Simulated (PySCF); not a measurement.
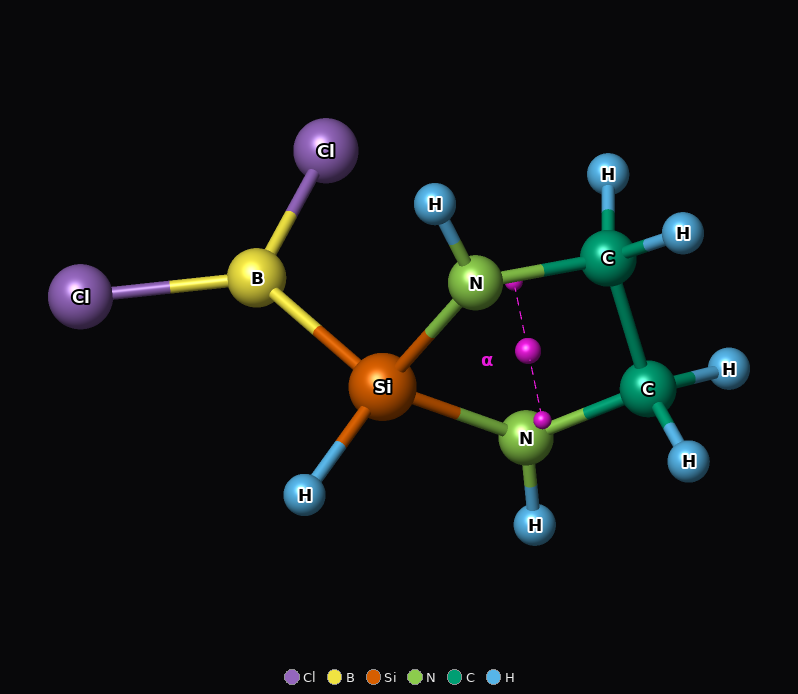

The small points mark where nucleus-independent chemical shifts (NICS) were computed: at the centre of each lettered ring and 1 Å above and below it. The geometry was computed by an optimisation with PBE0-D3(BJ)/def2-SVP. No frequency run is at hand to confirm it as a minimum. Properties computed with GIAO WP04/pcSseg-1 NMR shielding, non-relativistic, gas phase (PySCF 2.14.0).

Give NICS(0), NICS(1) and the out-of-plane component NICS(1)zz for each ring (means of the two sides).

```csv
ring,members,NICS(0),NICS(1),NICS(1)zz
α,C2N2Si,−7.7,−2.6,−4.1
```

Values in ppm.

Question. What do the values say about the ring currents?

Answer. Ring α: weak, as in a non-aromatic ring. NICS is one index among several.
